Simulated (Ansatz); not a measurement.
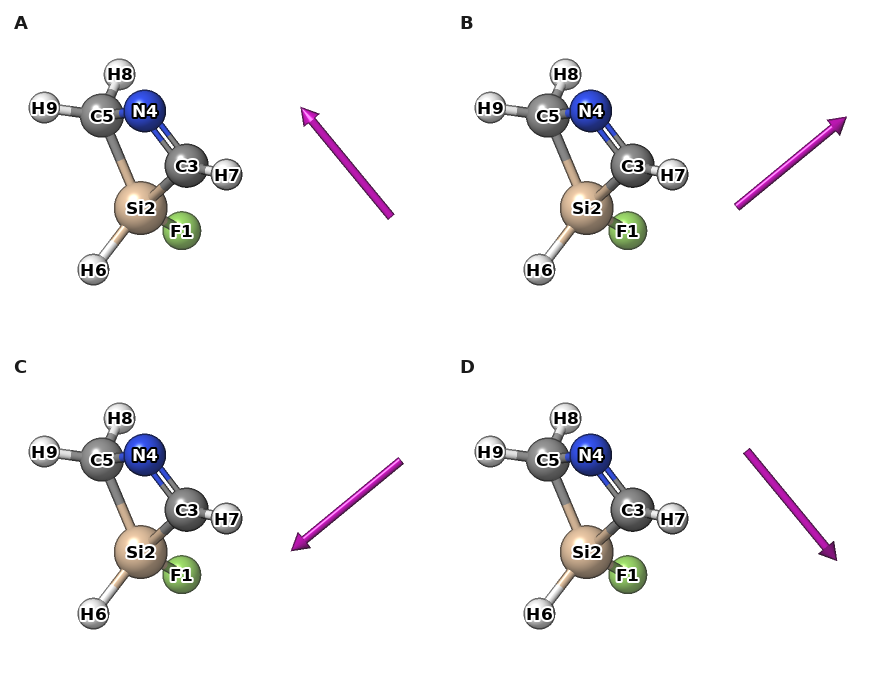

The same molecule four times, each with an arrow. The geometry was computed by an optimisation with PBE-D4/def2-SVP. No frequency run is at hand to confirm it as a minimum. Method: RKS PBE-D4/def2-SVP (Ansatz 0.2.0).

### Which arrow points along the dipole moment, from the negative to the positive end?

C. The dipole moment is 0.60 D; it points from the side of H7 to the side of H6 (the outermost atoms at the two ends).
